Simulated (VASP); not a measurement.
# From one sheet to two: 1T-SnSe2 monolayer, part 2 of 5

What are the lattice, gap and band positions of 1T-SnSe2 monolayer, and what does a second sheet change?

VASP 6.6.1, plane waves and PAW; the level of theory is named at each step.

So far. Step 2 (Relaxing the monolayer): The run ended after 6 ionic steps, 0.082 eV below its first step, once forces and stress met EDIFFG = -0.015. Step 3 (A second relaxation): The start already met the threshold, so nothing moved.

## 4. Potential and states of the slab

Level of this step: PBE with D3(BJ); plane waves and PAW (Sn, Se) (VASP).

A static run writes the electrostatic potential without exchange and correlation (LVHAR), which is flat in the vacuum and gives the level to count from. The dipole correction cancels the field that unlike faces would set up across the vacuum.

File INCAR:

```
SYSTEM = SnSe2
PREC = Normal
ENCUT = 350
EDIFF = 1E-06
NELM = 120
ISMEAR = 0
SIGMA = 0.03
LREAL = .FALSE.
ALGO = Fast
GGA = PE
IVDW = 12
NBANDS = 14
LORBIT = 11
LWAVE = .FALSE.
LCHARG = .TRUE.
IDIPOL = 3
LDIPOL = .TRUE.
DIPOL = 0.5 0.5 0.5
LVHAR = .TRUE.
LVACPOTAV = .TRUE.
NEDOS = 1500
LELF = .TRUE.
```

File POSCAR:

```
SnSe2
1.0
    3.8213108744      0.0000000000      0.0000000000
   -1.9106554372      3.3093522930      0.0000000000
    0.0000000000      0.0000000000     22.0000000000
Sn Se
1 2
Direct
    0.0000000000      0.0000000000      0.5000000000
    0.3333333333      0.6666666667      0.4271694800
    0.6666666667      0.3333333333      0.5728305200
```

File KPOINTS:

```
Automatic mesh
0
Gamma
9 9 1
0 0 0
```

File KPOINTS_OPT:

```
Line mode
14
Line-mode
Reciprocal
  0.00000000   0.00000000   0.00000000 GAMMA
  0.50000000   0.00000000   0.00000000 M

  0.50000000   0.00000000   0.00000000 M
  0.33333333   0.33333333   0.00000000 K

  0.33333333   0.33333333   0.00000000 K
  0.00000000   0.00000000   0.00000000 GAMMA
```

Potentials, in the order of the species: Sn and Se (PBE family, release 64).

The run is started by

```bash
$ mpirun -np 4 vasp_std
```

The log of the run:

```text
[banner, memory and clock lines left out]
running    4 mpi-ranks, on    1 nodes
 distrk:  each k-point on    4 cores,    1 groups
 distr:  one band on    1 cores,    4 groups

 POSCAR found type information on POSCAR SnSe
 POSCAR found :  2 types and       3 ions
 LDA part: xc-table for (Slater+PW92), standard interpolation
|                                                                             |
|           W    W    AA    RRRRR   N    N  II  N    N   GGGG   !!!           |
|           W    W   A  A   R    R  NN   N  II  NN   N  G    G  !!!           |
|           W    W  A    A  R    R  N N  N  II  N N  N  G       !!!           |
|           W WW W  AAAAAA  RRRRR   N  N N  II  N  N N  G  GGG   !            |
|           WW  WW  A    A  R   R   N   NN  II  N   NN  G    G                |
|           W    W  A    A  R    R  N    N  II  N    N   GGGG   !!!           |
|                                                                             |
|     The number of bands has been changed from the values supplied in        |
|     The orbitals not found in the WAVECAR file will be initialized with     |
|     random numbers, which is usually adequate. For correlated               |
|     calculations, however, you should redo the groundstate calculation.     |
|     I found NBANDS = 14. Now, NBANDS = 16.                                  |
|                                                                             |

 POSCAR, INCAR and KPOINTS ok, starting setup
 FFT: planning ... GRIDC
 FFT: planning ... GRID_SOFT
 FFT: planning ... GRID
 WAVECAR not read
 entering main loop
       N       E                     dE             d eps       ncg     rms          rms(c)
DAV:   1     0.947921888940E+02    0.94792E+02   -0.37842E+03   384   0.505E+02
DAV:   2    -0.118079212972E+01   -0.95973E+02   -0.86762E+02   632   0.114E+02
DAV:   3    -0.119626459497E+02   -0.10782E+02   -0.10614E+02   480   0.460E+01
DAV:   4    -0.121917011780E+02   -0.22906E+00   -0.22858E+00   488   0.806E+00
DAV:   5    -0.121950456896E+02   -0.33445E-02   -0.33444E-02   472   0.968E-01    0.489E+00
RMM:   6    -0.119290395829E+02    0.26601E+00   -0.26897E-01   459   0.202E+00    0.299E+00
RMM:   7    -0.118884871185E+02    0.40552E-01   -0.20180E-01   460   0.189E+00    0.666E-01
RMM:   8    -0.118801261152E+02    0.83610E-02   -0.18691E-02   463   0.697E-01    0.134E-01
RMM:   9    -0.118800998315E+02    0.26284E-04   -0.16716E-03   499   0.270E-01    0.636E-02
RMM:  10    -0.118801375646E+02   -0.37733E-04   -0.27664E-04   506   0.106E-01    0.233E-02
RMM:  11    -0.118801558049E+02   -0.18240E-04   -0.10654E-04   483   0.593E-02    0.112E-02
RMM:  12    -0.118801948892E+02   -0.39084E-04   -0.41397E-05   502   0.317E-02    0.812E-03
RMM:  13    -0.118802735625E+02   -0.78673E-04   -0.23566E-05   495   0.201E-02    0.127E-02
RMM:  14    -0.118803188506E+02   -0.45288E-04   -0.81416E-06   471   0.108E-02    0.405E-03
RMM:  15    -0.118803414728E+02   -0.22622E-04   -0.37035E-06   459   0.653E-03    0.241E-03
RMM:  16    -0.118803611227E+02   -0.19650E-04   -0.16221E-06   432   0.510E-03    0.302E-03
RMM:  17    -0.118803629044E+02   -0.17817E-05   -0.25305E-07   384   0.204E-03    0.140E-03
RMM:  18    -0.118803671811E+02   -0.42767E-05   -0.26254E-07   386   0.174E-03    0.416E-04
RMM:  19    -0.118803673446E+02   -0.16353E-06   -0.27729E-08   275   0.915E-04
|                                                                             |
|           W    W    AA    RRRRR   N    N  II  N    N   GGGG   !!!           |
|           W    W   A  A   R    R  NN   N  II  NN   N  G    G  !!!           |
|           W    W  A    A  R    R  N N  N  II  N N  N  G       !!!           |
|           W WW W  AAAAAA  RRRRR   N  N N  II  N  N N  G  GGG   !            |
|           WW  WW  A    A  R   R   N   NN  II  N   NN  G    G                |
|           W    W  A    A  R    R  N    N  II  N    N   GGGG   !!!           |
|                                                                             |
|     Did not find any points to average over, which means that no vacuum     |
|     field-free region was found. Please increase the size of  your cell     |
|     in the dimension of the dipole correction to obtain accurate            |
|     workfunction values.                                                    |
|                                                                             |

   1 F= -.12639343E+02 E0= -.12639343E+02  d E =-.457726E-11
 Start KPOINTS_OPT (optional k-point list driver)
k-point batch [1-12\42]
       N       E                     dE             ncg
DAV:   1    -0.382007194333E+03   -0.21356E+04      384
DAV:   2    -0.143006688227E+04   -0.10481E+04      656
DAV:   3    -0.155245070001E+04   -0.12238E+03      536
DAV:   4    -0.155466094252E+04   -0.22102E+01      424
DAV:   5    -0.155469599050E+04   -0.35048E-01      488
DAV:   6    -0.155469697104E+04   -0.98054E-03      440
DAV:   7    -0.155469700747E+04   -0.36439E-04      528
DAV:   8    -0.155469700904E+04   -0.15684E-05      344
DAV:   9    -0.155469700915E+04   -0.10741E-06      248
[...]
k-point batch [37-42\42]
       N       E                     dE             ncg
DAV:   1     0.163579566624E+04   -0.43897E+03      192
DAV:   2     0.115775990469E+04   -0.47804E+03      304
DAV:   3     0.109677601642E+04   -0.60984E+02      272
DAV:   4     0.109568072231E+04   -0.10953E+01      192
DAV:   5     0.109566084504E+04   -0.19877E-01      256
DAV:   6     0.109566022485E+04   -0.62019E-03      240
DAV:   7     0.109566020068E+04   -0.24171E-04      264
DAV:   8     0.109566019957E+04   -0.11013E-05      240
DAV:   9     0.109566019953E+04   -0.45532E-07      120
```

Wall time 9.8 s (4 MPI ranks of Intel Xeon 6975P-C (Granite Rapids), shared host); peak memory 0.59 GiB; 37 s of CPU time.

From OUTCAR (step 4):

```text
The static configuration has the point symmetry D_3d.

 Found     12 irreducible k-points:

   k-points           NKPTS =     12   k-points in BZ     NKDIM =     12   number of bands    NBANDS=     16

   NELECT =      16.0000    total number of electrons

 E-fermi :  -3.2971

 k-point     1 :       0.0000    0.0000    0.0000
  band No.  band energies     occupation
    ...
      4      -4.6275      2.00000
      5      -3.8883      2.00000
      6      -3.8883      2.00000
      7      -3.5043      2.00000
      8      -3.5042      2.00000
      9      -1.8332      0.00000
     10      -0.3073      0.00000
     11       1.1953      0.00000
     12       1.1953      0.00000
     13       2.1103      0.00000
    ...

 k-point     2 :       0.1111    0.0000    0.0000
  band No.  band energies     occupation
    ...
      4      -4.8827      2.00000
      5      -4.5696      2.00000
      6      -4.2565      2.00000
      7      -4.1114      2.00000
      8      -3.4293      2.00000
      9      -1.2888      0.00000
     10       0.3054      0.00000
     11       1.0582      0.00000
     12       1.4692      0.00000
     13       2.2852      0.00000
    ...

 Edisp (eV)   -0.75898

  Total      -0.02678    -0.02678    -0.05466     0.00000     0.00000     0.00000
  in kB      -0.15420    -0.15420    -0.31478     0.00000     0.00000     0.00000
  external pressure =       -0.21 kB  Pullay stress =        0.00 kB

 POSITION                                       TOTAL-FORCE (eV/Angst)
 -----------------------------------------------------------------------------------
      0.00000      0.00000     11.00000         0.000000      0.000000      0.000000
     -0.00000      2.20623      9.39773         0.000000     -0.000000      0.011802
      1.91066      1.10312     12.60227        -0.000000      0.000000     -0.011802
 -----------------------------------------------------------------------------------
    total drift:                               -0.000000     -0.000000      0.000000

  FREE ENERGIE OF THE ION-ELECTRON SYSTEM (eV)
  ---------------------------------------------------
  free  energy   TOTEN  =       -12.6393427486 eV

  energy  without entropy=      -12.6393427486  energy(sigma->0) =      -12.63934275

 vacuum level on the upper side and lower side of the slab         2.530         2.530

[... 9 parts as in an earlier step ...]

[... 5 further parts left out ...]
```

Numbers from this step:

* electronic cycles: 19
* Fermi energy: -3.297 eV
* least gap on mesh and path: 0.7593 eV
* least direct gap on mesh and path: 1.117 eV
* vacuum levels: 2.53, 2.53 eV
* ionisation potentials of the upper and lower face: 5.959, 5.959 eV
* electron affinities of the upper and lower face: 5.199, 5.199 eV

The electronic bands at the labelled points (eV, zero at the valence-band top; v1 is the highest filled band, c1 the lowest empty one):

```tsv
point	v4	v3	v2	v1	c1	c2	c3	c4
Γ	-0.46	-0.46	-0.08	-0.08	1.60	3.12	4.62	4.62
M	-2.35	-2.20	-0.78	-0.36	0.76	4.07	5.31	5.58
K	-3.66	-3.29	-0.90	-0.90	1.77	5.19	5.19	6.57
Γ	-0.46	-0.46	-0.08	-0.08	1.60	3.12	4.62	4.62
```

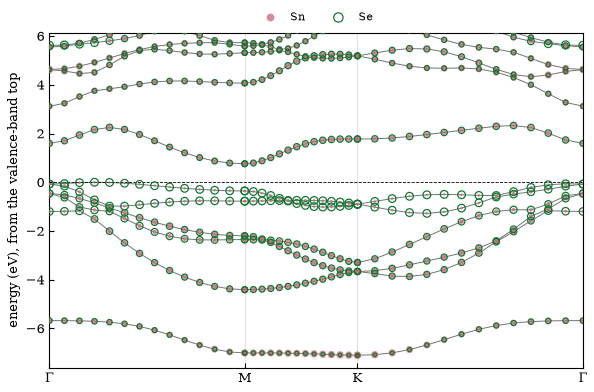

Electronic bands along the path; dots are coloured as in the legend, and their area grows with the weight.

Zero at the Fermi level. Table of planar average of the electrostatic potential by height:

```tsv
height (Å)	planar average of the electrostatic potential (eV)
0	5.83
2	5.83
4	5.83
6	5.82
8	5.17
10	-5.36
12	-5.36
14	5.17
16	5.82
18	5.83
20	5.83
```

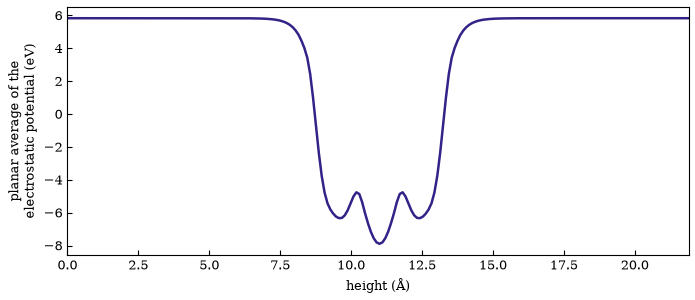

Planar average of the electrostatic potential, plotted against height.

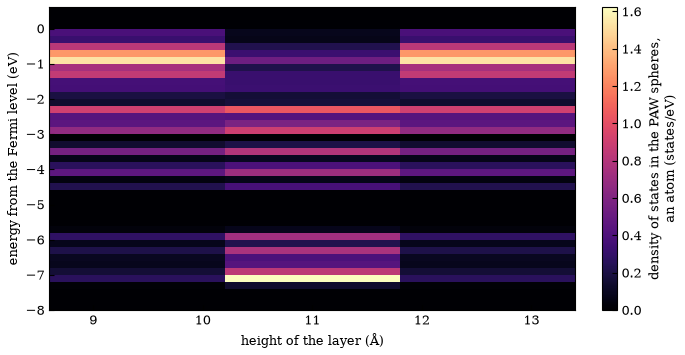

Density of states in the PAW spheres, an atom over height of the layer and energy from the Fermi level.

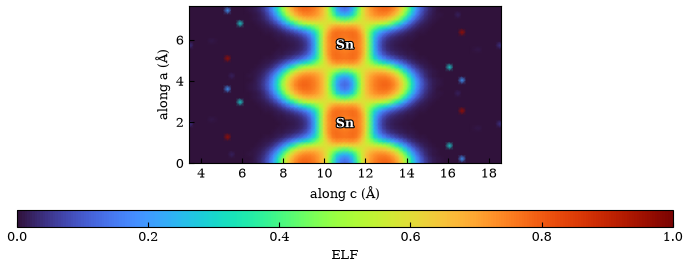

ELF in the ca plane at fractional y = 0.000, with atoms of Sn within 0.2 Å of it. It is the smooth field of the valence electrons, not physical close to the nuclei. The map starts off the cell's origin, so that atoms lie inside it. The far vacuum is left out of the map.

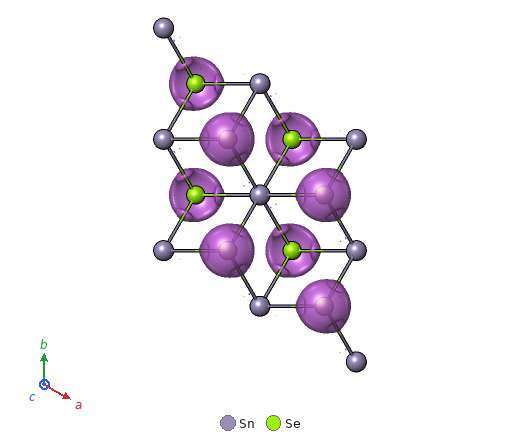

Surface of ELF = 0.85. 2×2×1 cells are drawn.

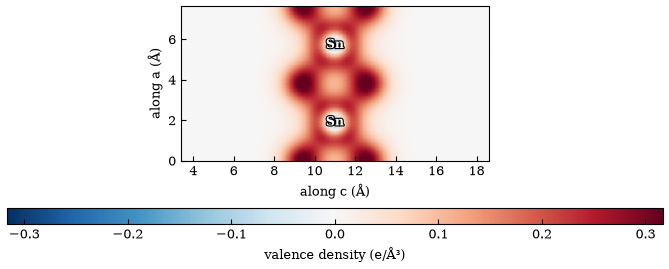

Valence density in the ca plane at fractional y = 0.000, with atoms of Sn within 0.2 Å of it. It is the smooth field of the valence electrons, not physical close to the nuclei. The map starts off the cell's origin, so that atoms lie inside it. The far vacuum is left out of the map.

The map of layer states is cut here 0.5 eV above the Fermi level, so it leaves out the states above that.

The vacuum level lies 5.96 eV above the highest filled level at the upper face; both faces agree, as the slab has next to no dipole.

The program found no field-free point at its default tolerance, but its printed level agrees with the flat part of the planar average.

## 5. The slab in a field, field -0.1

A field across the slab, with the atoms held, gives the electronic response: the dipole changes linearly with the field, and the energy has a linear term from the slab's own dipole and a quadratic one from its polarisability.

INCAR, as its differences from that of step 4:

```diff
@@ -14,3 +14,4 @@
 LWAVE = .FALSE.
-LCHARG = .TRUE.
+LCHARG = .FALSE.
+KPAR = 4
 IDIPOL = 3
@@ -18,5 +19,2 @@
 DIPOL = 0.5 0.5 0.5
-LVHAR = .TRUE.
-LVACPOTAV = .TRUE.
-NEDOS = 1500
-LELF = .TRUE.
+EFIELD = -0.1
```

POSCAR is that of step 4.

KPOINTS is that of step 4.

The run is started by

```bash
$ mpirun -np 4 vasp_std
```

The log of the run:

```text
[... set-up lines as in an earlier step ...]
 entering main loop
       N       E                     dE             d eps       ncg     rms          rms(c)
DAV:   1     0.981629650512E+02    0.98163E+02   -0.39192E+03   336   0.582E+02
DAV:   2    -0.127794289092E+00   -0.98291E+02   -0.92393E+02   590   0.124E+02
DAV:   3    -0.119072332389E+02   -0.11779E+02   -0.11626E+02   408   0.532E+01
DAV:   4    -0.122038724196E+02   -0.29664E+00   -0.29566E+00   438   0.101E+01
DAV:   5    -0.122087616534E+02   -0.48892E-02   -0.48879E-02   440   0.130E+00    0.490E+00
RMM:   6    -0.119316460323E+02    0.27712E+00   -0.29148E-01   371   0.235E+00    0.299E+00
RMM:   7    -0.118910286806E+02    0.40617E-01   -0.21734E-01   383   0.218E+00    0.737E-01
RMM:   8    -0.118829204129E+02    0.81083E-02   -0.17316E-02   424   0.778E-01    0.227E-01
RMM:   9    -0.118820056269E+02    0.91479E-03   -0.37279E-03   426   0.358E-01    0.881E-02
RMM:  10    -0.118819624820E+02    0.43145E-04   -0.52592E-04   429   0.155E-01    0.304E-02
RMM:  11    -0.118819852783E+02   -0.22796E-04   -0.18935E-04   434   0.909E-02    0.184E-02
RMM:  12    -0.118820586515E+02   -0.73373E-04   -0.13412E-04   424   0.538E-02    0.839E-03
RMM:  13    -0.118820661605E+02   -0.75090E-05   -0.15300E-05   433   0.237E-02    0.433E-03
RMM:  14    -0.118821532505E+02   -0.87090E-04   -0.17470E-05   430   0.182E-02    0.689E-03
RMM:  15    -0.118821821804E+02   -0.28930E-04   -0.47950E-06   371   0.919E-03    0.204E-03
RMM:  16    -0.118822073507E+02   -0.25170E-04   -0.31099E-06   360   0.605E-03    0.168E-03
RMM:  17    -0.118822154818E+02   -0.81311E-05   -0.65170E-07   326   0.353E-03    0.786E-04
RMM:  18    -0.118822223442E+02   -0.68624E-05   -0.44067E-07   327   0.249E-03    0.743E-04
RMM:  19    -0.118822231132E+02   -0.76901E-06   -0.74093E-08   219   0.121E-03
   1 F= -.12641199E+02 E0= -.12641199E+02  d E =-.980371E-21
```

Run time: 4.8 s. Hardware: 4 MPI ranks; peak memory 0.75 GiB; 17 s of CPU time.

Parts of OUTCAR (step 5):

```text
   NELECT =      16.0000    total number of electrons

 dipolmoment           0.000000      0.000000     -0.037052 electrons x Angstroem

 E-fermi :  -3.2362

 k-point     1 :       0.0000    0.0000    0.0000
  band No.  band energies     occupation
    ...
      4      -4.6282      2.00000
      5      -3.8890      2.00000
      6      -3.8890      2.00000
      7      -3.5047      2.00000
      8      -3.5047      2.00000
      9      -1.8340      0.00000
     10      -0.3079      0.00000
     11       1.1948      0.00000
     12       1.1948      0.00000
     13       1.8731      0.00000
    ...

 Edisp (eV)   -0.75898

  Total      -0.02489    -0.02489    -0.05635     0.00000    -0.00000     0.00000
  in kB      -0.14335    -0.14335    -0.32452     0.00000    -0.00000     0.00000
  external pressure =       -0.20 kB  Pullay stress =        0.00 kB

 POSITION                                       TOTAL-FORCE (eV/Angst)
 -----------------------------------------------------------------------------------
      0.00000      0.00000     11.00000         0.000000      0.000000      0.029945
     -0.00000      2.20623      9.39773         0.000000      0.000000     -0.003573
      1.91066      1.10312     12.60227        -0.000000      0.000000     -0.026372
 -----------------------------------------------------------------------------------
    total drift:                               -0.000000      0.000000      0.000068

  FREE ENERGIE OF THE ION-ELECTRON SYSTEM (eV)
  ---------------------------------------------------
  free  energy   TOTEN  =       -12.6411985172 eV

  energy  without entropy=      -12.6411985172  energy(sigma->0) =      -12.64119852

 vacuum level on the upper side and lower side of the slab         3.176         1.606

[... 8 parts as in an earlier step ...]

[... 9 further parts left out ...]
```

Numbers from this step:

| Item | Value |
| --- | --- |
| Fermi energy | -3.236 eV |
| dipole moment | 0, 0, -0.03705 e·Å |

VASP counts the dipole in electrons times Å, so a positive number points the physical dipole along −c. A positive EFIELD is likewise a physical field along −c.

Energy at zero smearing: -12.64120 eV.

## 6. The slab in a field, field 0.1

INCAR, as its differences from that of step 5:

```diff
@@ -19,2 +19,2 @@
 DIPOL = 0.5 0.5 0.5
-EFIELD = -0.1
+EFIELD = 0.1
```

POSCAR is that of step 5.

KPOINTS is that of step 5.

The run is started by

```bash
$ mpirun -np 4 vasp_std
```

The log of the run:

```text
[... set-up lines as in an earlier step ...]
 entering main loop
       N       E                     dE             d eps       ncg     rms          rms(c)
DAV:   1     0.981740464920E+02    0.98174E+02   -0.39221E+03   336   0.582E+02
DAV:   2    -0.100371795557E+00   -0.98274E+02   -0.91575E+02   562   0.125E+02
DAV:   3    -0.119191765518E+02   -0.11819E+02   -0.11647E+02   432   0.533E+01
DAV:   4    -0.122040969851E+02   -0.28492E+00   -0.28423E+00   426   0.101E+01
[...]
RMM:  17    -0.118822154904E+02   -0.81331E-05   -0.64966E-07   326   0.354E-03    0.792E-04
RMM:  18    -0.118822223534E+02   -0.68630E-05   -0.43967E-07   325   0.249E-03    0.738E-04
RMM:  19    -0.118822231082E+02   -0.75475E-06   -0.73479E-08   222   0.123E-03
   1 F= -.12641199E+02 E0= -.12641199E+02  d E =-.984953E-11
```

The job ended after 5.6 s (4 MPI ranks; peak memory 0.77 GiB).

Parts of OUTCAR (step 6):

```text
 Edisp (eV)   -0.75898

  Total      -0.02489    -0.02489    -0.05636     0.00000     0.00000    -0.00000
  in kB      -0.14337    -0.14337    -0.32459     0.00000     0.00000    -0.00000
  external pressure =       -0.20 kB  Pullay stress =        0.00 kB

 POSITION                                       TOTAL-FORCE (eV/Angst)
 -----------------------------------------------------------------------------------
      0.00000      0.00000     11.00000         0.000000      0.000000     -0.029944
     -0.00000      2.20623      9.39773         0.000000     -0.000000      0.026374
      1.91066      1.10312     12.60227        -0.000000     -0.000000      0.003570
 -----------------------------------------------------------------------------------
    total drift:                                0.000000     -0.000000     -0.000071

  FREE ENERGIE OF THE ION-ELECTRON SYSTEM (eV)
  ---------------------------------------------------
  free  energy   TOTEN  =       -12.6411985122 eV

  energy  without entropy=      -12.6411985122  energy(sigma->0) =      -12.64119851

[... 2 parts as in an earlier step ...]

[... 1 further part left out ...]
[key lines of the parts left out:]
E-fermi :  -3.3003
```

This step gave:

| Item | Value |
| --- | --- |
| Fermi energy | -3.300 eV |
| dipole moment | 0, 0, 0.03705 e·Å |

Energy at zero smearing: -12.64120 eV.

[end of part 2 of 5]

[Lines on the potential files, build, host, timing and source positions are cut from VASP's logs without a mark.]

[Logs are printed without paths, hosts, clocks, repeated set-up lines and the standing remarks that a program may print on its own settings, such as how far it seeks lower states.]

[Hosts, paths, dates, database ids (printed as entryN), source tags and the programs' standing remarks are cut or masked in the printed files.]

[Runs that stopped without an error message from VASP are left out.]
